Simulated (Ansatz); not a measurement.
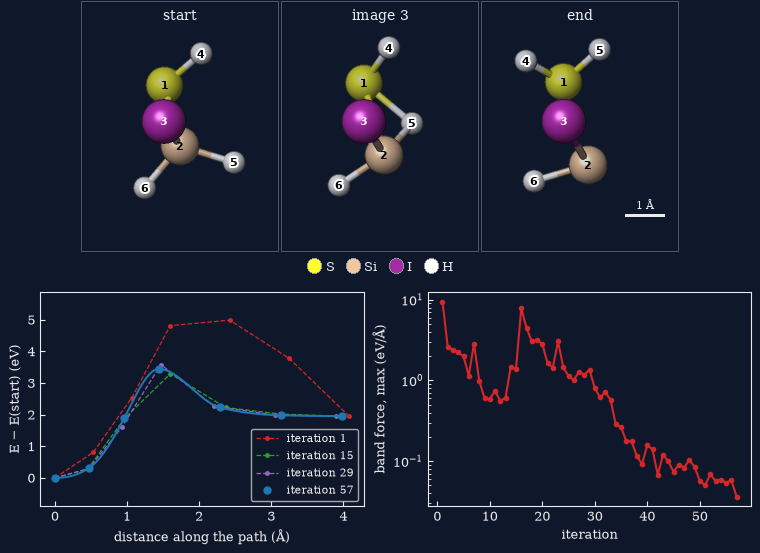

NEB run on SiH3SI. Images are numbered from 0 (start) to 6 (end). The plot follows the band through its iterations. A ball-and-stick model, seen from a free direction.

All numbers below come from RHF/def2-SVP (Ansatz).

Input file:
```yaml
crystal:
  periodic: [false, false, false]
  atoms:
    - { symbol: S, position_ang: [-1.029104, -1.41733, -0.077681] }
    - { symbol: Si, position_ang: [0.442991, 0.097941, 0.262389] }
    - { symbol: I, position_ang: [-0.505414, 2.378296, 0.27741] }
    - { symbol: H, position_ang: [-1.349032, -1.046193, -1.32112] }
    - { symbol: H, position_ang: [1.479636, 0.094402, -0.781402] }
    - { symbol: H, position_ang: [1.002923, -0.171117, 1.594303] }
basis:
  gaussian: { orbitals: def2-SVP }
hamiltonian:
  xc: hf
neb:
  order_check: false
  images: 5
  f_tol: 0.05
  max_iterations: 60
  max_displacement: 0.5
  optimiser: lbfgs
  final_atoms:
    - { symbol: S, position_ang: [0.0561587, -1.29756751, -0.74539125] }
    - { symbol: Si, position_ang: [1.08056703, 0.4883154, 1.07595131] }
    - { symbol: I, position_ang: [-0.43166551, 2.43310367, 0.35112801] }
    - { symbol: H, position_ang: [-1.19751446, -0.84925263, -0.85004831] }
    - { symbol: H, position_ang: [0.48274347, -0.70772513, -1.86466808] }
    - { symbol: H, position_ang: [0.05171077, -0.13087479, 1.98692733] }
  initial_path:
    images:
      - { positions_ang: [[-1.029104, -1.41733, -0.077681], [0.442991, 0.097941, 0.262389], [-0.505414, 2.378296, 0.27741], [-1.349032, -1.046193, -1.32112], [1.479636, 0.094402, -0.781402], [1.002923, -0.171117, 1.594303]] }
      - { positions_ang: [[-0.89455058, -1.3767586, -0.1582164], [0.47392731, 0.20469886, 0.23780596], [-0.65128718, 2.37294195, 0.34801015], [-1.30389174, -0.91898483, -1.34109464], [1.32219859, -0.28155132, -0.67559414], [1.09560359, -0.06434705, 1.54298808]] }
      - { positions_ang: [[-0.75999715, -1.3361872, -0.23875181], [0.50486363, 0.31145672, 0.21322293], [-0.79716037, 2.36758789, 0.41861029], [-1.25875148, -0.79177666, -1.36106928], [1.16476119, -0.65750465, -0.56978628], [1.18828418, 0.04242289, 1.49167315]] }
      - { positions_ang: [[-0.62544373, -1.2956158, -0.31928721], [0.53579994, 0.41821458, 0.18863989], [-0.94303355, 2.36223384, 0.48921044], [-1.21361122, -0.66456849, -1.38104392], [1.00732378, -1.03345797, -0.46397842], [1.28096478, 0.14919284, 1.44035823]] }
      - { positions_ang: [[-0.39824292, -1.29626637, -0.46132189], [0.71738897, 0.44158152, 0.48441036], [-0.77257754, 2.38585711, 0.44318296], [-1.20824563, -0.72612987, -1.20404539], [0.83246368, -0.92488036, -0.93087497], [0.87121344, 0.05583696, 1.62254793]] }
      - { positions_ang: [[-0.17104211, -1.29691694, -0.60335657], [0.898978, 0.46494846, 0.78018084], [-0.60212153, 2.40948039, 0.39715548], [-1.20288004, -0.78769125, -1.02704685], [0.65760357, -0.81630274, -1.39777153], [0.46146211, -0.03751891, 1.80473763]] }
      - { positions_ang: [[0.0561587, -1.29756751, -0.74539125], [1.08056703, 0.4883154, 1.07595131], [-0.43166551, 2.43310367, 0.35112801], [-1.19751446, -0.84925263, -0.85004831], [0.48274347, -0.70772513, -1.86466808], [0.05171077, -0.13087479, 1.98692733]] }
```

Run as
```bash
ansatz run input.yaml --threads 1 --pin off --max-ram 2048MiB --backend cpu --events-out ev --progress --plain --runs-dir out
```

### How did the profile develop, and is the result final?

The run is converged, with reservations. The band converged in 57 iterations. The largest component of the band force went from 9.5 to 0.036 eV/Å. The climbing image converged on the top of the path. Its curvatures weren't checked. The step length is far from the usual. The first iteration put the highest image at 4.99 eV. The energy climbs by 3.45 eV to image 3 and then falls by 1.49 eV, so the end point sits at +1.96 eV.
